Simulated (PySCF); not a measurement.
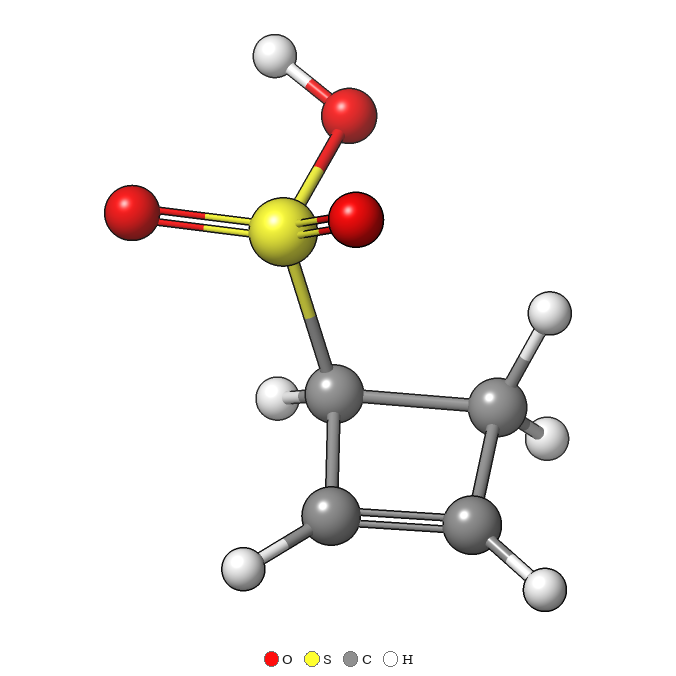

Ball-and-stick drawing of a structure. Double and triple bonds are drawn as two and three sticks.

The computed structure is the end point of a GFN2-xTB optimisation. No frequency run is at hand to confirm it as a minimum.

Which formula does it have?

Answer. C₄H₆O₃S, 14 atoms: 4 carbon, 6 hydrogen, 3 oxygen and 1 sulfur.

Count the bonded pairs by element.

Answer. 5 C–H, 4 C–C, 3 O–S, 1 C–S, 1 O–H.

What is the point group of this geometry?

Answer. C1.

The parts below concern this one geometry. Atoms keep their numbers from picture to picture.

Shape

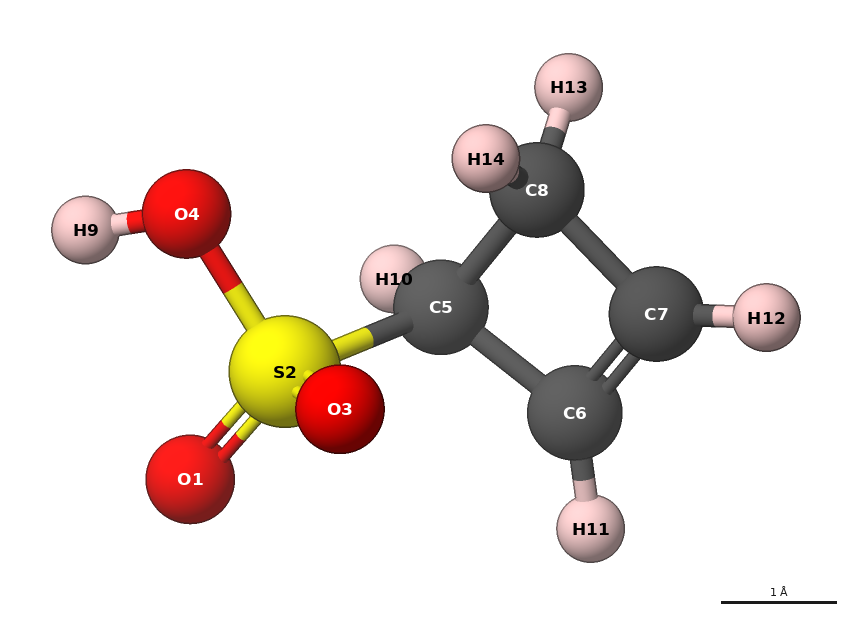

The atoms are numbered. No frequency run is at hand to confirm it as a minimum.

Estimate the angles O1–S2–O4, S2–O4–H9, S2–C5–H10, O3–S2–O4, O3–S2–C5, C5–C6–C7, C5–C8–C7, C5–C8–H14, C6–C5–H10, C7–C6–H11, C7–C8–H13, C8–C7–H12.

| angle | degrees |
| --- | --- |
| O1–S2–O4 | 106.3 |
| S2–O4–H9 | 109.8 |
| S2–C5–H10 | 107.7 |
| O3–S2–O4 | 108.5 |
| O3–S2–C5 | 110.1 |
| C5–C6–C7 | 93.9 |
| C5–C8–C7 | 85.5 |
| C5–C8–H14 | 113.2 |
| C6–C5–H10 | 121.1 |
| C7–C6–H11 | 135.3 |
| C7–C8–H13 | 115.9 |
| C8–C7–H12 | 131.3 |

NMR shielding

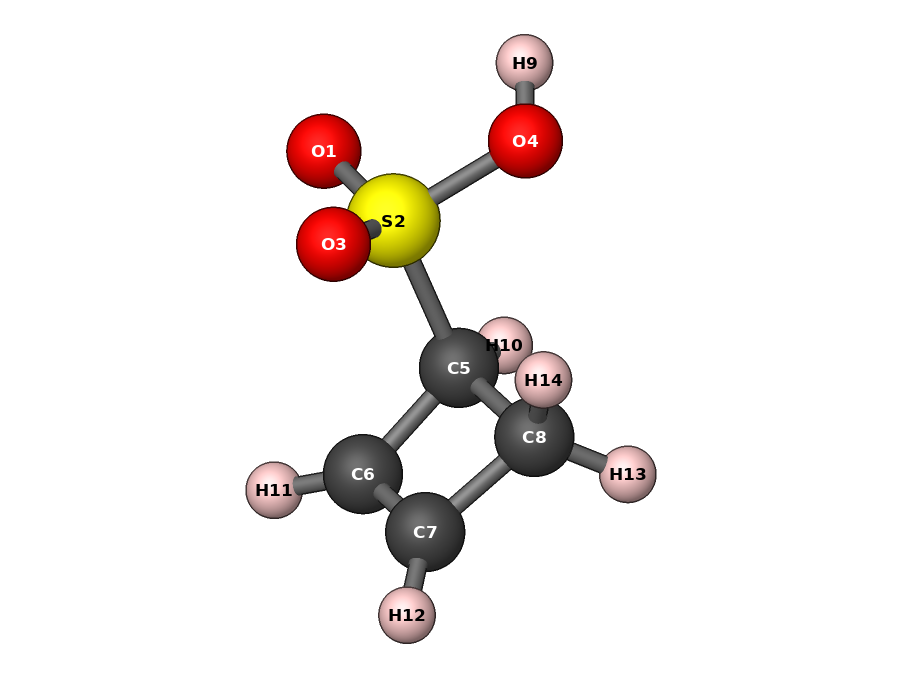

No frequency run is at hand to confirm it as a minimum. Method: GIAO PBE0/pcSseg-1 NMR shielding, non-relativistic, gas phase (PySCF 2.14.0). Principal shieldings σ11 ≤ σ22 ≤ σ33, span Ω = σ33 − σ11, skew κ = 3(σiso − σ22)/Ω.

Which C atom has the most anisotropic shielding?

Answer. C7, with a span of 240 ppm.

Give the shielding tensors of the C atoms.

| atom | σ11 | σ22 | σ33 | σiso | Ω | κ |
| --- | --- | --- | --- | --- | --- | --- |
| C5 | 91.4 | 111.2 | 155.9 | 119.5 | 64.5 | 0.38 |
| C6 | −64.4 | 58.3 | 148.8 | 47.5 | 213.2 | −0.15 |
| C7 | −87.3 | 23.6 | 152.9 | 29.7 | 240.2 | 0.08 |
| C8 | 140.2 | 148.0 | 163.6 | 150.6 | 23.4 | 0.33 |

Shieldings and span in ppm.

Electronic properties

No frequency run is at hand to confirm it as a minimum. Method: PBE0/def2-SVPD, gas phase (PySCF 2.14.0). Excitations: vertical, linear response.

Estimate the HOMO energy (Kohn–Sham orbital).

Answer. −8.03 eV.

Give the mean static polarisability at this level.

Answer. 72.4 bohr³.

What is the LUMO energy (Kohn–Sham orbital)?

Answer. −0.59 eV.

What is the dipole moment?

Answer. 3.75 D.

Ring current

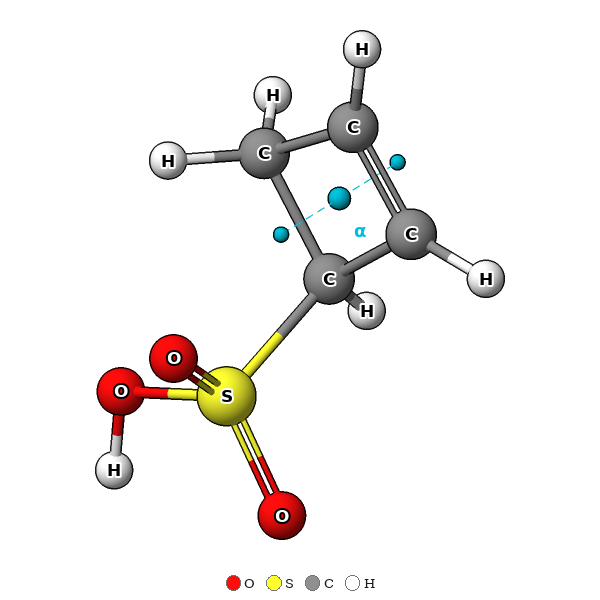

The small points mark where nucleus-independent chemical shifts (NICS) were computed: at the centre of each lettered ring and 1 Å above and below it. No frequency run is at hand to confirm it as a minimum. Properties computed with GIAO PBE0/pcSseg-1 NMR shielding, non-relativistic, gas phase (PySCF 2.14.0).

Give NICS(0), NICS(1) and the out-of-plane component NICS(1)zz for each ring (means of the two sides).

```csv
ring,members,NICS(0),NICS(1),NICS(1)zz
α,C4,0.7,−2.7,−1.2
```

Values in ppm.

Charges

The questions are on Hirshfeld charges. No frequency run is at hand to confirm it as a minimum. Level of theory: PBE0/pcSseg-1, gas phase (PySCF 2.14.0).

Which atom carries the highest charge (most positive or least negative)?

Answer. S2 (0.55 e).

And the lowest?

Answer. O1 (−0.33 e).

Give the Hirshfeld charges atom by atom.

```json
{"atom": "O1", "value (e)": "−0.33"}
{"atom": "S2", "value (e)": "0.55"}
{"atom": "O3", "value (e)": "−0.29"}
{"atom": "O4", "value (e)": "−0.22"}
{"atom": "C5", "value (e)": "−0.04"}
{"atom": "C6", "value (e)": "−0.05"}
{"atom": "C7", "value (e)": "−0.02"}
{"atom": "C8", "value (e)": "−0.07"}
{"atom": "H9", "value (e)": "0.19"}
{"atom": "H10", "value (e)": "0.06"}
{"atom": "H11", "value (e)": "0.06"}
{"atom": "H12", "value (e)": "0.06"}
{"atom": "H13", "value (e)": "0.05"}
{"atom": "H14", "value (e)": "0.04"}
```
